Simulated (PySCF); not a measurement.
```yaml
atoms:
  - { symbol: F, position_ang: [-0.5406, 0.8965, 0.2729] }
  - { symbol: S, position_ang: [1.0316, 1.1676, 0.6442] }
  - { symbol: F, position_ang: [1.4789, -0.4091, 0.4850] }
  - { symbol: C, position_ang: [-0.1790, 3.9605, -0.3942] }
  - { symbol: O, position_ang: [0.2525, 3.4407, 0.8404] }
  - { symbol: C, position_ang: [-0.6904, 3.5957, 1.8737] }
  - { symbol: H, position_ang: [-1.0975, 3.4548, -0.7356] }
  - { symbol: H, position_ang: [0.6212, 3.7861, -1.1220] }
  - { symbol: H, position_ang: [-0.3706, 5.0432, -0.3105] }
  - { symbol: H, position_ang: [-1.6347, 3.0827, 1.6262] }
  - { symbol: H, position_ang: [-0.8943, 4.6648, 2.0513] }
  - { symbol: H, position_ang: [-0.2633, 3.1497, 2.7785] }
```

Geometry: PBE0-D3(BJ)/def2-SVPD.

Theory: PySCF 2.14.0, wB97M-D3(BJ)/def2-SVPD, SCF density, gas phase.

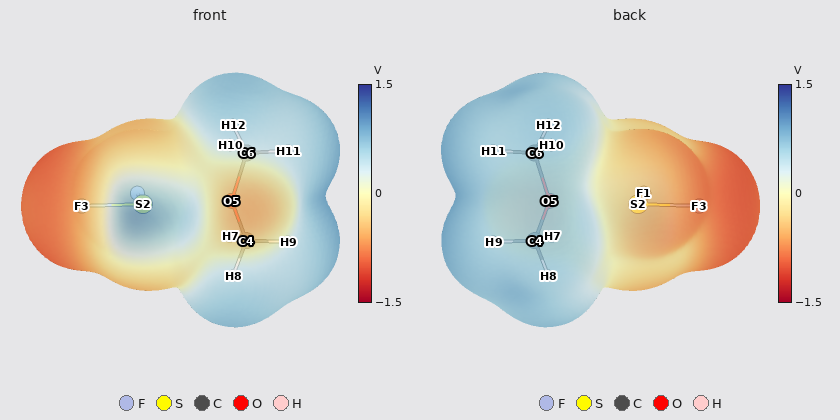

F2S···C2H6O. The electrostatic potential painted on the density surface at 0.001 e/bohr³, seen from the front and from behind; the colour scale runs from red (negative) to blue (positive).

### Describe the electrostatic potential map.

The most negative region (about −1.0 V) lies over F3, the most positive (about +0.9 V) over S2, H9 and H11.
